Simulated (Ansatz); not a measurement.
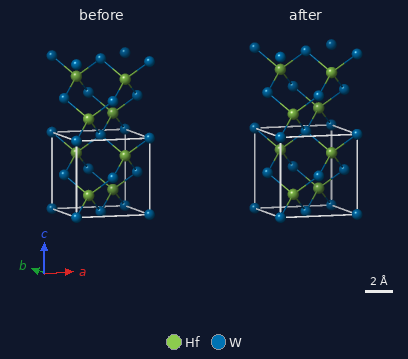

The structure of solid HfW (a generated structure, set up in F-43m) (coarse preliminary run) before (left) and after (right) a relaxation, at one scale.

Style: ball-and-stick. Shown: the conventional cell (4 times the calculation's cell), repeated 1 × 1 × 2 with one cell outlined, slightly off an axis. Lengths and directions refer to the drawn axes.

All numbers below come from Ansatz 0.2.0, DFT PBE, scalar-relativistic, plane waves, PAW. Settings: plane-wave cutoff 420 eV; k-point mesh 6 × 6 × 6; occupations gaussian; smearing width 0.1 eV; no spin polarisation; cell and atoms relaxed; force threshold 0.04 eV/Å; at most 70 steps.

What changed between the two?

Answer. No atom moves by more than 0.005 Å relative to the cell. The drawn cell changes as follows: a = b = c 5.861 → 6.147 Å (+4.9 %); the volume changes by +15.3 %. Near-neighbour distances that change, for instance: Hf–W 2.538 → 2.662 Å. The space group stays F-43m (No. 216). The energy falls by 122 meV per atom in 1 accepted move (2 points after the start). All forces vanish by symmetry, so only the cell relaxes. The pressure goes from 11.27 to −0.03 GPa. The SCF was repeated once at an unchanged geometry on a basis and grid sized afresh for the cell, which shifted the energy by 1.2 meV per atom at most. Cost: 8.1 s on 1 thread of Arm Neoverse V1 (shared host), peak memory 0.34 GiB.
